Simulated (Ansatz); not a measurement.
SrGaSnH (space group P3m1)

```yaml
crystal:
  lattice:
    - [4.44749, 0.00000, 0.00000]
    - [-2.22375, 3.85164, 0.00000]
    - [0.00000, 0.00000, 5.16386]
  atoms:
    - { symbol: Sr, position: [0.00000, 0.00000, 0.00245] }
    - { symbol: Ga, position: [0.66667, 0.33333, 0.59959] }
    - { symbol: Sn, position: [0.33333, 0.66667, 0.45552] }
    - { symbol: H, position: [0.66667, 0.33333, 0.93173] }
```

This relaxed cell (volume V₀) is scaled evenly in all directions, its shape held. The atoms relax within the cell's symmetry.

The numbers are results of r2SCAN (plane waves to 500 eV, PAW, scalar-relativistic; Ansatz, an electronic-structure program), not measurements. k mesh 9×9×7 (Γ-centred), Fermi-Dirac smearing 0.05 eV. Energies are smeared free energies. With the shape held, the modulus is that of even scaling; a crystal free to change shape is softer. SrGaSnH was relaxed with its symmetry unable to fall. ΔE is measured from the relaxed starting cell.

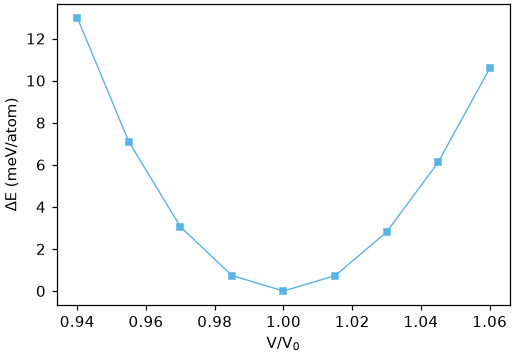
Figure. ΔE (meV/atom) against V/V₀; markers are the computed points, lines only join them.

Problem. What bulk modulus at fixed cell shape B₀ follows from a third-order Birch-Murnaghan fit?

Solution. About 47 GPa.

Problem. What is ΔE at V/V₀ = 0.940?

Solution. About 13 meV/atom.

(Under strain, the slope of the energy per volume gives the stress and its curvature an elastic modulus.)
